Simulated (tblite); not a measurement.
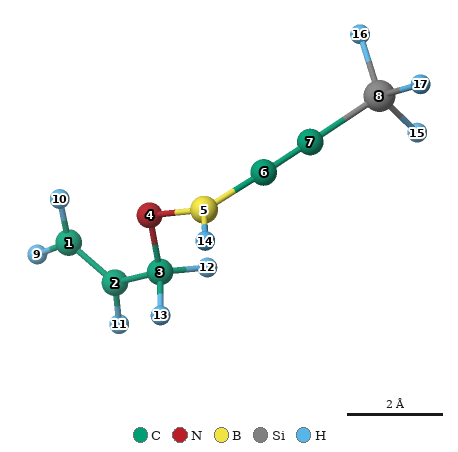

This is the input geometry for a relaxation of C5H9BNSi (multiplicity 2). A ball-and-stick model, seen from a free direction.

The calculation used GFN2-xTB geometry optimisation, gas phase in tblite 0.8.0.

```xyz
17

C    -3.4135    0.7188    0.6320
C    -2.8948    0.1452   -0.4397
C    -1.6343   -0.6477   -0.3728
N    -1.0386   -0.7276    0.9237
B     0.2904   -1.4306    0.7439
C     1.5696   -0.6180    0.4980
C     2.5844    0.0202    0.3308
Si    4.1053    0.9709    0.0975
H    -4.3540    1.2848    0.4891
H    -2.9731    0.6580    1.6404
H    -3.4141    0.2584   -1.3756
H    -0.9143   -0.1094   -1.0326
H    -1.8458   -1.6166   -0.8433
H     0.3327   -2.6041    0.6062
H     4.1032    1.5094   -1.2915
H     4.1701    2.0625    1.0901
H     5.3198    0.1380    0.2424
```

Question: Where does the relaxation end?

Answer: After 109 geometry steps the energy has fallen by 1.263 eV. H14 moves most after the best rigid fit: 1.35 Å. Largest moves by element: H 1.35 Å, N 0.96 Å, C 0.55 Å, B 0.24 Å, Si 0.10 Å. Among the contacts that change: N4–B5 1.514 → 1.318 Å, C3–N4 1.429 → 1.378 Å, C7–Si8 1.809 → 1.847 Å, C1–H9 1.107 → 1.076 Å. Bond angles that change, for instance: C3–N4–B5 106.5° → 162.6°, C3–C2–H11 120.2° → 114.1°, N4–C3–H13 114.8° → 109.3°. Cost: 0.78 s on 1 thread of Arm Neoverse V1, on a shared host.

History of the run:

```json
{"step": "0", "E − E(0), eV": "0.0000"}
{"step": "1", "E − E(0), eV": "-0.2669"}
{"step": "2", "E − E(0), eV": "-0.3735"}
{"step": "3", "E − E(0), eV": "-0.4212"}
{"step": "4", "E − E(0), eV": "-0.4665"}
{"step": "5", "E − E(0), eV": "-0.5138"}
{"step": "6", "E − E(0), eV": "-0.5780"}
{"step": "7", "E − E(0), eV": "-0.6147"}
{"step": "8", "E − E(0), eV": "-0.6737"}
{"step": "9", "E − E(0), eV": "-0.7139"}
{"step": "10", "E − E(0), eV": "-0.7553"}
{"step": "15", "E − E(0), eV": "-0.9166"}
{"step": "20", "E − E(0), eV": "-1.0052"}
{"step": "26", "E − E(0), eV": "-1.1107"}
{"step": "31", "E − E(0), eV": "-1.1746"}
{"step": "36", "E − E(0), eV": "-1.2148"}
{"step": "41", "E − E(0), eV": "-1.2411"}
{"step": "46", "E − E(0), eV": "-1.2522"}
{"step": "52", "E − E(0), eV": "-1.2575"}
{"step": "57", "E − E(0), eV": "-1.2584"}
{"step": "62", "E − E(0), eV": "-1.2589"}
{"step": "67", "E − E(0), eV": "-1.2595"}
{"step": "73", "E − E(0), eV": "-1.2601"}
{"step": "78", "E − E(0), eV": "-1.2604"}
{"step": "83", "E − E(0), eV": "-1.2606"}
{"step": "88", "E − E(0), eV": "-1.2607"}
{"step": "93", "E − E(0), eV": "-1.2613"}
{"step": "99", "E − E(0), eV": "-1.2627"}
{"step": "104", "E − E(0), eV": "-1.2630"}
{"step": "109", "E − E(0), eV": "-1.2631"}
```

The structure at the end:

```xyz
17

C    -3.0077    0.6030    0.7803
C    -2.8129    0.2046   -0.4622
C    -1.7556   -0.7794   -0.8907
N    -0.8975   -1.1987    0.1027
B     0.1475   -1.3092    0.8987
C     1.4377   -0.5076    0.6463
C     2.4569    0.1096    0.4385
Si    4.0292    1.0292    0.1345
H    -3.7828    1.3029    1.0412
H    -2.3903    0.2368    1.5839
H    -3.4340    0.5666   -1.2710
H    -1.1751   -0.3276   -1.7183
H    -2.2562   -1.6584   -1.3363
H     0.1570   -2.0453    1.8213
H     4.0169    1.5341   -1.2427
H     4.1077    2.1445    1.0825
H     5.1522    0.1070    0.3299
```

The end point in the same view:

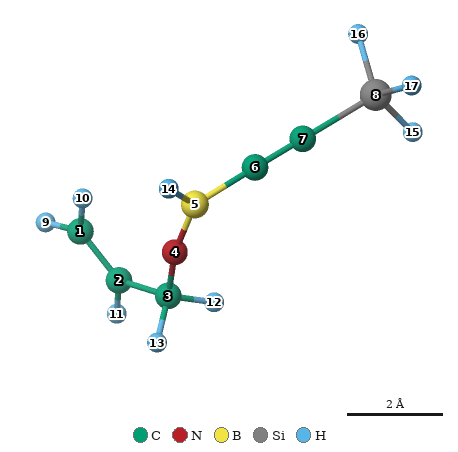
